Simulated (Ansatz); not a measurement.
# C2H5AlF (SMILES [CH2][Al]([CH3])[F]): U-r2SCAN0/def2-SVP

What is the energy change on altering one bond length of C2H5AlF at U-r2SCAN0/def2-SVP? 

Program for the calculation: Ansatz 0.2.0.

55 further runs of the same task are left out: 1 that didn't finish, 54 set aside as unsound or not needed.

**1. The structure to begin with**

C2H5AlF: 9 atoms, total charge 0, spin state doublet. As SMILES, `[CH2][Al]([CH3])[F]`. The coordinates come from a PBE0-D4/def2-TZVP relaxation. This is one conformer, not always the lowest.

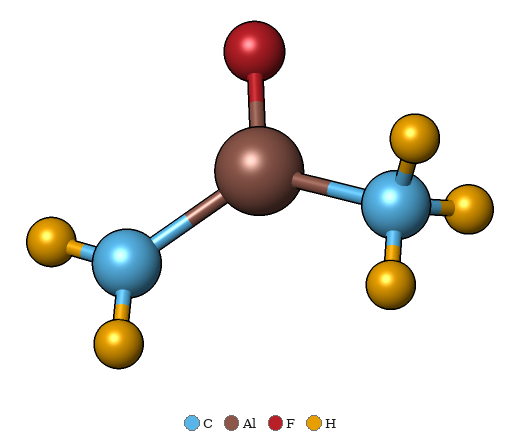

Viewed from a chosen angle; carbon blue, aluminium brown, fluorine red, hydrogen amber.

**2. A single-point energy at U-r2SCAN0/def2-SVP**

Contents of run.yaml:

```yaml
crystal:
  periodic: [false, false, false]
  atoms:
    - {symbol: C, position_ang: [-0.686400, 1.587500, -0.820000]}
    - {symbol: Al, position_ang: [-0.112800, -0.228700, -0.596500]}
    - {symbol: C, position_ang: [0.607100, -1.002300, 1.029300]}
    - {symbol: F, position_ang: [-0.253200, -1.209400, -1.924700]}
    - {symbol: H, position_ang: [-1.086800, 1.989200, -1.748800]}
    - {symbol: H, position_ang: [-0.649000, 2.336800, -0.031000]}
    - {symbol: H, position_ang: [-0.009300, -1.839800, 1.370600]}
    - {symbol: H, position_ang: [1.611200, -1.403400, 0.860100]}
    - {symbol: H, position_ang: [0.667900, -0.276300, 1.843700]}
basis:
  gaussian:
    orbitals: def2-SVP
magnetization:
  spin_polarized: true
  initial_magnetization: 1
hamiltonian:
  xc: {name: r2SCAN0}
accuracy: high
output:
  orbitals: {seedname: orbitals}
```

Launch:

```console
ansatz run run.yaml --threads 1 --pin off --max-ram 3480MiB --events-out events.jsonl --progress --plain --runs-dir runs
```

The program printed:

```text
Warning: RAYON_NUM_THREADS=1 ignored (pool sized by the plan → 1); use --threads N
Functional definition: r2SCAN0
  name "r2SCAN0"
  parameter a = 0.25
  parameter k0 = 0.174
  parameter k1 = 0.065
  parameter a1 = 4.9479
  exchange = (1 - a)*r2scan_x(k0 = k0, k1 = k1, a1 = a1) + a*exact_x
  correlation = r2scan_c
1920 factors; integrals over basis functions are off by at most 7.2e-9 eV
mean field evaluation 1: about -11453.4804 eV, gradient 4.0e1 eV
mean field evaluation 2: about -11452.7232 eV, gradient 4.3e1 eV
mean field evaluation 4: about -11460.4161 eV, gradient 1.1e0 eV
mean field evaluation 8: about -11460.5692 eV, gradient 1.2e-1 eV
mean field evaluation 16: about -11460.5693 eV, gradient 1.6e-4 eV
mean field -11460.56931213 eV, -421.1681539680 hartree, gradient 9.7e-8 eV, S^2 0.754697; 0 other end points of the search recorded, 0 dependent functions left out
reference -11460.56931444 eV, -421.1681540527 hartree; 20, 19 occupied and 65, 66 virtual orbitals, 1920 factors
Total energy: -11460.56931444 eV, -421.1681540527 hartree
```

It took 25 s on 1 thread of Arm Neoverse V1, shared host; peak memory 0.54 GiB.

**3. The distorted shape at the same level**

Contents of run.yaml:

```yaml
crystal:
  periodic: [false, false, false]
  atoms:
    - {symbol: C, position_ang: [-0.665343, 1.734585, -0.620796]}
    - {symbol: Al, position_ang: [-0.091743, -0.081615, -0.397296]}
    - {symbol: C, position_ang: [0.628157, -0.855215, 1.228504]}
    - {symbol: F, position_ang: [-0.253200, -1.209400, -1.924700]}
    - {symbol: H, position_ang: [-1.065743, 2.136285, -1.549596]}
    - {symbol: H, position_ang: [-0.627943, 2.483885, 0.168204]}
    - {symbol: H, position_ang: [0.011757, -1.692715, 1.569804]}
    - {symbol: H, position_ang: [1.632257, -1.256315, 1.059304]}
    - {symbol: H, position_ang: [0.688957, -0.129215, 2.042904]}
basis:
  gaussian: {orbitals: def2-SVP}
hamiltonian: {xc: {name: r2SCAN0}}
accuracy: high
output: {orbitals: {seedname: orbitals}}
magnetization: {spin_polarized: true, initial_magnetization: 1}
```

Launch:

```console
ansatz run run.yaml --threads 1 --pin off --max-ram 3480MiB --events-out events.jsonl --progress --plain --runs-dir runs
```

The program printed:

```text
Warning: RAYON_NUM_THREADS=1 ignored (pool sized by the plan → 1); use --threads N
Functional definition: r2SCAN0
  name "r2SCAN0"
  parameter a = 0.25
  parameter k0 = 0.174
  parameter k1 = 0.065
  parameter a1 = 4.9479
  exchange = (1 - a)*r2scan_x(k0 = k0, k1 = k1, a1 = a1) + a*exact_x
  correlation = r2scan_c
1912 factors; integrals over basis functions are off by at most 5.6e-9 eV
mean field evaluation 1: about -11452.6757 eV, gradient 4.0e1 eV
mean field evaluation 2: about -11450.2606 eV, gradient 4.9e1 eV
mean field evaluation 4: about -11459.8293 eV, gradient 1.1e0 eV
mean field evaluation 8: about -11459.9793 eV, gradient 1.5e-1 eV
mean field evaluation 16: about -11459.9795 eV, gradient 1.8e-4 eV
mean field -11459.97946372 eV, -421.1464774385 hartree, gradient 2.5e-8 eV, S^2 0.754740; 0 other end points of the search recorded, 0 dependent functions left out
reference -11459.97946594 eV, -421.1464775202 hartree; 20, 19 occupied and 65, 66 virtual orbitals, 1912 factors
Total energy: -11459.97946594 eV, -421.1464775202 hartree
```

Run time: 25 s. Hardware: 1 thread of Arm Neoverse V1, shared host; peak memory 0.54 GiB.

**4. What came out**

At U-r2SCAN0/def2-SVP:

| quantity | value |
| --- | --- |
| first shape: total energy | -421.16815 Eh |
| first shape: HOMO energy (highest over α and β) | -7.61 eV |
| first shape: LUMO energy (lowest over α and β) | -2.27 eV |
| first shape: ⟨S²⟩ | 0.755 |
| distorted shape: total energy | -421.14648 Eh |
| distorted shape: HOMO energy (highest over α and β) | -7.84 eV |
| distorted shape: LUMO energy (lowest over α and β) | -2.56 eV |
| distorted shape: ⟨S²⟩ | 0.755 |
| energy change with the Al2–F4 bond stretched from 1.657 to 1.906 Å | 0.590 eV |

With the Al2–F4 bond stretched from 1.657 to 1.906 Å the energy rises by 0.59 eV (56.9 kJ/mol). The first shape isn't relaxed at this level, so the change isn't measured from a minimum.
